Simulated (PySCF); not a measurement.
SMILES N[Te][GeH3] (H5GeNTe) at its PBE0/def2-SVP optimised geometry (Å):

```
8

Te    -1.2001     1.5750     0.0000
N     -0.2304     1.9402     1.8015
H     -0.9276     2.2398     2.4827
H      0.4133     2.7189     1.6638
Ge    -0.3380    -0.8380     0.0000
H     -0.8651    -1.5217    -1.2774
H      1.2001    -0.8380     0.0000
H     -0.8606    -1.5750     1.2449
```

Computed with PBE0/def2-TZVP, def2 effective core potentials past Kr (PySCF). The core electrons that the potentials of Te replace are not part of the density. Cells within 0.4 Å of a nucleus heavier than hydrogen are left out (blank, or x).

Map of the HOMO−1 amplitude (bohr^(-3/2)) on the plane z = 0.0 Å; orbital energy -7.17 eV, overall sign arbitrary:

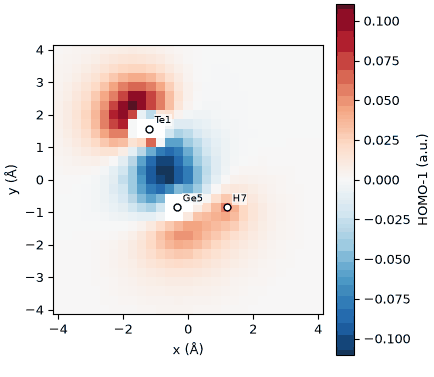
Fig. 1. HOMO−1 amplitude (bohr^(-3/2)) on the plane z = 0.0 Å.
